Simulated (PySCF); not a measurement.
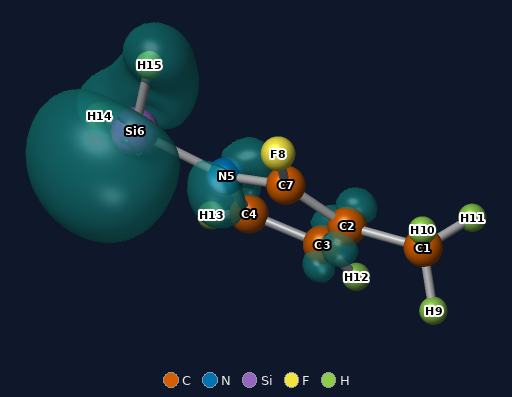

The picture shows: C5H7FNSi (SMILES Cc1ccn([SiH2])c1F) (doublet). Isosurfaces of the spin density (α minus β) at +0.015 (teal) and −0.015 e/Å³ (pink), seen at an oblique angle.

Geometry: GFN2-xTB.

All numbers below come from PySCF, UKS B3LYP, pcH-1 on C F H N Si, non-relativistic, mean-field spin-orbit, GIAO.

```yaml
atoms:
  - { symbol: C, position_ang: [-2.4656, 0.2143, 0.0668] }
  - { symbol: C, position_ang: [-1.0118, -0.1056, 0.0027] }
  - { symbol: C, position_ang: [-0.4033, -1.3919, 0.0636] }
  - { symbol: C, position_ang: [0.9437, -1.2218, -0.0296] }
  - { symbol: N, position_ang: [1.2341, 0.1163, -0.1414] }
  - { symbol: Si, position_ang: [2.7953, 0.8763, -0.3698] }
  - { symbol: C, position_ang: [0.0321, 0.7589, -0.1240] }
  - { symbol: F, position_ang: [0.0229, 2.1015, -0.2259] }
  - { symbol: H, position_ang: [-3.0108, -0.3518, -0.6871] }
  - { symbol: H, position_ang: [-2.6249, 1.2758, -0.1059] }
  - { symbol: H, position_ang: [-2.8722, -0.0467, 1.0439] }
  - { symbol: H, position_ang: [-0.9242, -2.3231, 0.1674] }
  - { symbol: H, position_ang: [1.7343, -1.9449, -0.0227] }
  - { symbol: H, position_ang: [3.7767, -0.1141, 0.0438] }
  - { symbol: H, position_ang: [2.7692, 2.1648, 0.2964] }
```

Question: Where is the unpaired spin?

Answer: The unpaired spin (1 electron) lies mostly on Si6 (about 0.8), in electrons by Hirshfeld's partition. Only one sign reaches the isovalue.
